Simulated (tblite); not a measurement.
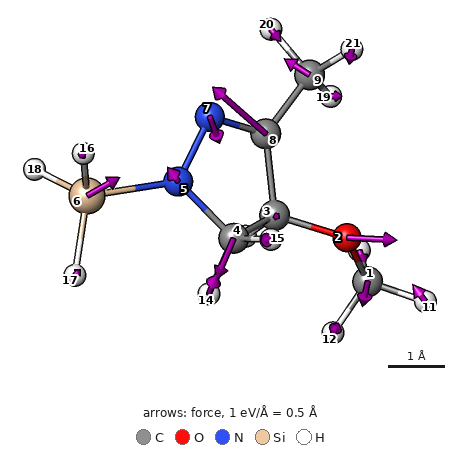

Starting geometry of C₅H₁₂N₂OSi with the computed forces as purple arrows. The picture is a ball-and-stick view, seen at a tilt.

Method: tblite, GFN2-xTB geometry optimisation, gas phase. 

### Is this structure relaxed? If not, where do the atoms go?

It isn't relaxed: the largest force vector, on a C atom, is 3.10 eV/Å. The final displacements have little in common with the starting forces (cosine between the two patterns 0.11). The atom that moves furthest after the best rigid fit is an H atom (1.97 Å). By element the largest moves are H 1.97 Å, C 0.98 Å, Si 0.46 Å, N 0.34 Å, O 0.22 Å. Near-neighbour distances that change, for instance: N–Si 1.787 → 1.728 Å, N–N 1.401 → 1.350 Å, C–N 1.313 → 1.271 Å, C–O 1.371 → 1.411 Å. Bond angles that change, for instance: Si–N–N 128.9° → 121.1°, C–C–H 106.1° → 113.2°, C–C–C 129.0° → 122.6°. Groups turn about N–Si by about 85°, C–O by about 45°, C–C by about 40°. After 199 geometry steps the energy has fallen by 0.798 eV. Cost: 1.4 s on 1 thread of Arm Neoverse V2, with other jobs on the host.
